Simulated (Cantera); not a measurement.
A closed system holds: 1 mol MgO, 4.1 mol CH4, 0.067 mol CO, held at 13300 Pa.

Cantera equilibrium calculation (NASA polynomials, part measured and part estimated; ideal gas, pure solids and liquids). Candidate condensed phases: C, C6H6, C7H8, C8H18, H2O, Mg, MgCO3, MgO, Mg(OH)2; 116 gas species. The tables' values for MgH are old estimates; treat these amounts as uncertain. Equilibrium is a limit: real reactors are often held back by kinetics, nucleation or transport.

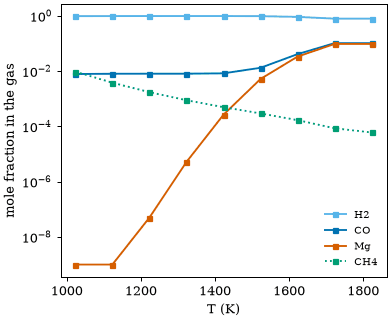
Figure: Equilibrium gas composition (values under 1e-9 drawn at 1e-9)

Read off the mole fractions at 1623 K.

H2 about 0.92, CO about 0.042, Mg about 0.034, CH4 about 0.00017.
